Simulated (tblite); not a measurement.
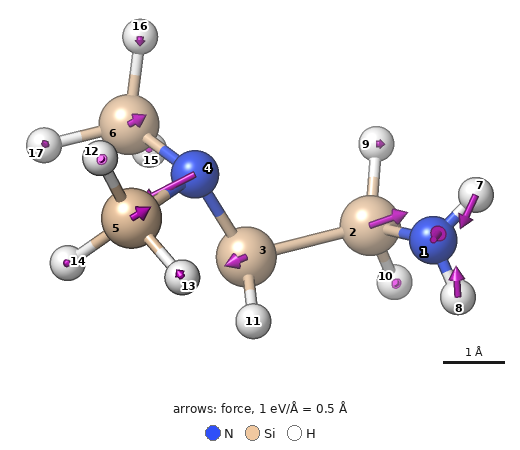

Starting geometry of Si₄N₂H₁₁ (multiplicity 2) with the computed forces as purple arrows. A ball-and-stick model, seen from a free direction.

Method: GFN2-xTB geometry optimisation, gas phase in tblite 0.8.0. 

Is this structure relaxed? If not, where do the atoms go?

Answer. It isn't relaxed: the largest force vector, on N4, is 2.08 eV/Å. The final displacements have little in common with the starting forces (cosine between the two patterns 0.18). The atom that moves furthest after the best rigid fit is H10 (2.63 Å). By element the largest moves are H 2.63 Å, N 1.04 Å, Si 0.95 Å. Near-neighbour distances that change, for instance: Si2–Si3 2.210 → 2.285 Å, N4–Si5 1.799 → 1.736 Å, N1–Si2 1.788 → 1.729 Å, N4–Si6 1.792 → 1.738 Å. Bond angles that change, for instance: Si3–N4–Si5 105.7° → 123.8°, Si2–Si3–H11 106.6° → 119.9°, Si3–Si2–H9 112.8° → 125.1°. Groups turn about Si2–Si3 by about 105°, N1–Si2 by about 40°. After 189 geometry steps the energy has fallen by 109.2 kJ/mol.
